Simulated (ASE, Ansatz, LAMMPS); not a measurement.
# Convergence of a linear-scaling basis for Σ13 (111) twist boundary in Si (156 atoms), part 2 of 2

Aim: test how closely localised support functions follow the reference on Σ13 (111) twist boundary in Si (156 atoms), and at what cost. A setting counts as converged where the r.m.s. difference of forces stays under 1 % of the r.m.s. force.

Ansatz 0.2.0; Kohn-Sham DFT, PBE, PAW (set soft_2), plane waves.

The cell: 156 Si. The host structure and its lattice constant were typed by rule, without a check against the phase diagram. Only the Γ point is sampled, in a cell whose shortest periodic width is 12 Å.

So far. Step 3 (Plane-wave single point): Forces differ by site in this geometry: Si atoms with 3 neighbours bear 0.63 eV/Å on average, against 0.20 eV/Å for those with 4. Intrinsic-atomic-orbital charges run from -0.02 to +0.02 e. Within 0.4 eV of the Fermi level the largest share is Si p (79 % of the projected weight).

## Step 4: Distances and neighbours

These statistics describe the geometry on which the runs were made.

Density 2.36 g/cm³, 19.76 Å³ an atom.

Pair distribution function in bins of 0.2 Å:

```
r (Å)  total
 2.30   4.64
 2.50   0.90
 2.70   0.16
 2.90   0.14
 3.10   0.06
 3.30   0.11
 3.50   0.20
 3.70   2.07
 3.90   3.51
 4.10   0.72
 4.30   0.67
 4.50   2.51
 4.70   0.94
 4.90   0.13
 5.10   0.32
 5.30   0.77
 5.50   0.56
 5.70   0.46
 5.90   1.84
 6.10   0.70
 6.30   0.64
 6.50   0.89
 6.70   2.27
 6.90   1.08
 7.10   1.25
 7.30   0.55
 7.50   0.63
 7.70   1.17
```

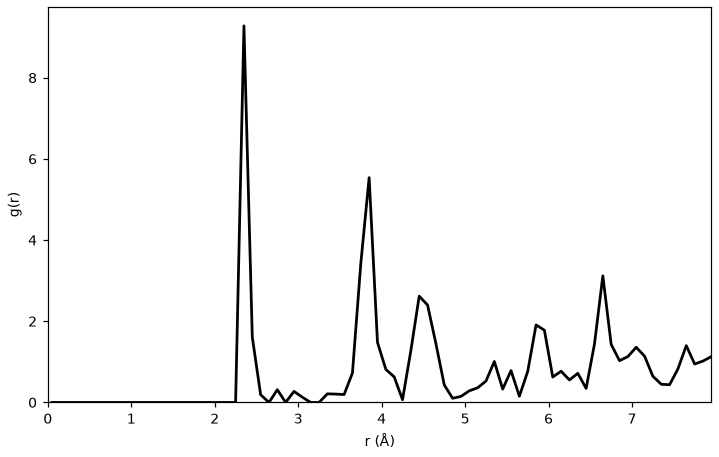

Pair distribution functions.

Bonds by pair of elements; cutoffs follow the first minimum of g(r), held within bounds set by covalent radii, and pairs that aren't listed don't count as bonded:

```
pair A-B  cutoff (Å)  bonds  mean length (Å)  spread (Å)  shortest (Å)  B about A  A about B
   Si-Si        2.68    306             2.36       0.046          2.31       3.92       3.92
```

How many atoms have how many bonded neighbours:

```
element  mean   3    4
     Si  3.92  12  144
```

Bond angles (no mean is given where the spread exceeds 20°):

```
   angle  count  mean (°)  spread (°)
Si-Si-Si    900       109         6.1
```

Bond length by coordination (bonds to H left out):

```
element  coordination  atoms  mean bond length (Å)
     Si             3     12                  2.37
     Si             4    144                  2.36
```

Rings of the network by King's shortest-path rule, up to 12 atoms, one path for each pair of neighbours; H, halogens, alkali and alkaline-earth atoms are left out, and the last column divides by all other atoms, bonded or not:

```
ring size (atoms)  rings  per network atom
                6    268              1.72
                8     23             0.147
```

With the cutoffs above, 92 % of Si atoms have 4 bonded neighbours. The Si-Si-Si angle averages 109° with a spread of 6°. Rings of 6 atoms are the most common (92 % of those counted); sizes run from 6 to 8.

A closer look about Si13, picked at random: 8 atoms, nearest first, numbered in the order of the input, with positions taken from that point.

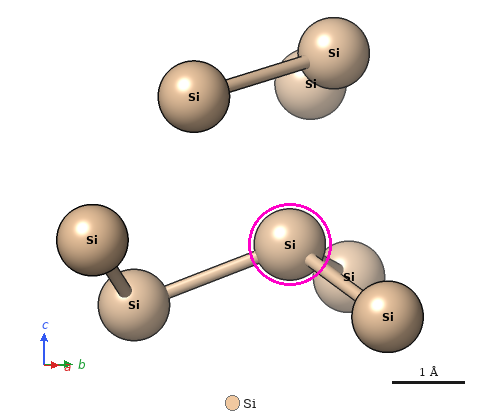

The atoms of the table, within 3.5 Å (arrows a, b, c point along x, y, z); some may hide others; the central atom is ringed.

```
 atom      x      y      z  distance (Å)  bonds  intrinsic-atomic-orbital charge (e)      Fx      Fy  Fz (eV/Å)
 Si13   0.00   0.00   0.00          0.00      3                                -0.02  -0.597   0.196     -0.026
 Si22   2.05   0.62  -0.93          2.33      4                                 0.02  -0.082  -0.110     -0.025
 Si46  -0.68  -2.06  -0.88          2.34      4                                 0.01   0.086   0.108     -0.139
 Si40  -1.71   1.65  -0.51          2.43      4                                 0.01  -0.282  -0.284      0.274
Si151   0.40   0.44   2.69          2.76      4                                 0.01  -0.105  -0.386     -0.274
Si150   0.94  -1.91   2.10          2.99      4                                -0.01   0.027   0.165      0.189
 Si92  -1.89   1.09   2.18          3.08      3                                -0.02   0.468  -0.419      0.026
 Si17   0.94  -3.42   0.08          3.55      4                                -0.01   0.027  -0.165     -0.189
```

The column of bonds counts only the pairs Si-Si within 2.68 Å; other neighbours, such as metal atoms beside each other in a compound, aren't counted, and periodic images can show an atom twice.

## Step 5: Support functions medium

With localised support functions most steps grow linearly with size, though the diagonalisation grows faster unless the density matrix is cut; this run measures error and cost at this size.

This step: Kohn-Sham DFT, PBE, PAW (set soft_2), localised support functions (medium) (Ansatz 0.2.0).

input.yaml

```yaml
crystal:
  lattice:
    - [13.84639, 0.0, 0.0]
    - [-6.92319, 11.99132, 0.0]
    - [0.0, 0.0, 18.56474]
  atoms:
    [... the 156 atom lines of step 3 ...]
kpoints:
  mp_grid: { grid: [1, 1, 1] }
hamiltonian:
  xc: pbe
scf:
  occupations: { method: fermi_dirac, width: 0.05 }
  eigensolver: { kind: { support_functions: { accuracy: medium } } }
  mixing: { beta: 0.4 }
  max_iter: 150
output:
  forces: true
  eigenvalues: true
```

On the command line:

```console
> ansatz run input.yaml --threads 8 --pin off --max-ram 15872MiB --backend cpu --events-out ev --progress --plain --runs-dir out
```

Numbers of over 12 decimals in the logs are rounded to 6 here.

What it wrote:

```text
Warning: scf.eigensolver.kind.support_functions: disabling space-group detection — the functions' gradient is summed over unrotated k-points, so no spatial operation reduces the k-mesh or symmetrises the density; time reversal is kept, so that k and −k are solved as one point where they differ and the mesh holds both, and exact exchange and, on two spinor components, a DFT+U term hold to it where the run has them: [...]
settings of this run that can trade accuracy for cost: scf.eigensolver.kind.support_functions [...]
[...]
Crystal: 156 atoms, lattice volume = 3082.424 Å³
Basis set: ecut = 420 eV, 60225 PW (Γ), exchange–correlation on 192×192×250 points (8 copies of the dense FFT grid, shifted against one another)
Bands: 375, of which v1, the nominal top of the filled ones, is band 312 counted from 1 (311 counted from 0)
Symmetry: 1 space group operations
k-points: 1
[...]
SCF iter   1: F=—  HF=-99135.685687 eV  |F-HF|=—  |Δ(HF+E_count)|=         —  Δρ=3.81e-2  dr2=4.08e1  ethr=1.00e-1
[...]
SCF iter  10: F=—  HF=-99164.629554 eV  |F-HF|=—  |Δ(HF+E_count)|=   4.61e-3  Δρ=1.09e-5  dr2=5.90e-6  ethr=2.93e-9  κ⁻¹=5.2e-8(r=7)
SCF iter  11: F=-99164.629554 eV  HF=-99164.629554 eV  |F-HF|=1.82e-7  |Δ(HF+E_count)|=   5.21e-8  Δρ=2.96e-6  dr2=6.03e-7  ethr=9.46e-10
SCF 1 converged in 11 iterations: F = -99164.695057 eV  dr2 = 6.03e-7
[...]
SCF converged after 11 iterations
Stability not checked: this state was not tested for a lower state beside it, because the mixer in use, unlike msr1, does not test its closes by its own steps (another_mixer; see scf.mixing.algorithm and scf.lower_state_search)
Free energy (F): -99164.695057 eV
[...]
Internal energy: -99164.406130 eV  (E = F + TS)
E sigma→0 (E₀):  -99164.550594 eV
Entropy (-TS):   -0.288927 eV (-1.852 meV/atom)
Fermi energy:    6.663471 eV
[...]
Σ components = -99164.695057   (vs F -99164.695057, Δ=0.00e0)
--- Forces (eV/Å), atoms counted from 1 ---
  atom   1  Si    -0.08516782    -0.09418046     0.14359319
  atom   2  Si    -0.04537185     0.01335105     0.01080706
  atom   3  Si     0.04565217    -0.01215483    -0.01163543
  atom   4  Si     0.08333325     0.09404359    -0.14468778
[...]
atom 156  Si    -0.13539038    -0.01649297    -0.02439049
  max |Σ_I F_I| component: 2.76e-3 eV/Å
--- Band table (eV) ---
[...]
```

It took 62 s on 8 threads of Arm Neoverse V1, shared host; peak memory 4.2 GiB.

The program notes that the band table was not solved further than the SCF left it and it switched symmetry off.

Keys that differ from the reference: support_functions.accuracy = "medium", scf.max_iter = 150 and scf.mixing.beta = 0.4.

Forces differ from the reference by 0.65 meV/Å r.m.s., 0.41 % of their size, within a tolerance of 1 %; the energy by -0.42 meV/atom.

## Step 6: The ladder side by side

Each row is set against the plane-wave reference (Kohn-Sham DFT, PBE, PAW (set soft_2), plane waves; r.m.s. force component 0.160 eV/Å). Energies are set beside the reference only for runs with its functional, potentials and electron count. Times are for 8 threads of Arm Neoverse V1, shared host. The reference's time includes the DOS, the stress and grids, which some other runs skip.

```
                     run  Δ force, r.m.s. (meV/Å)  share of r.m.s. force (%)  Δ energy (meV/atom)  cycles  time  host memory (GiB)
               reference                        -                          -                    -       7  45 s                4.0
support functions medium                    0.649                      0.407               -0.422      11  62 s                4.2
```

## Step 7: What came out

```json
{"free energy per atom": "-635.6707 eV/atom", "density": "2.36 g/cm³", "pressure": "1.113 GPa", "r.m.s. force component": "0.1595 eV/Å", "wall time of the 2 DFT runs": "1.8 min"}
```

What this shows: Against plane waves at 420 eV, the forces differ by 0.65 meV/Å (0.41 %) with support functions medium. At 156 atoms the run with support functions medium takes roughly 1.4 times the time of plane waves (whose run also made extra analyses, so the like-for-like ratio is larger), in 11 SCF cycles against 7. Differences between support functions and plane waves include what basis error the plane-wave run still has.

Levels near the Fermi energy are neither full nor empty under the smearing, so no gap is quoted. Forces differ by site in this geometry: Si atoms with 3 neighbours bear 0.63 eV/Å on average, against 0.20 eV/Å for those with 4. With the cutoffs above, 92 % of Si atoms have 4 bonded neighbours.

What to keep in mind: The geometry was minimised with a classical potential after classical dynamics and isn't relaxed at this level: its force components are 0.16 eV/Å r.m.s. The stress is far from hydrostatic: its diagonal is 0.1, 0.1, 3.1 GPa, compression counted positive.

[Logs are printed without paths, hosts, clocks, repeated set-up lines and the standing remarks that a program may print on its own settings, such as how far it seeks lower states.]

[Hosts, paths, dates, database ids (printed as entryN), source tags and the programs' standing remarks are cut or masked in the printed files.]
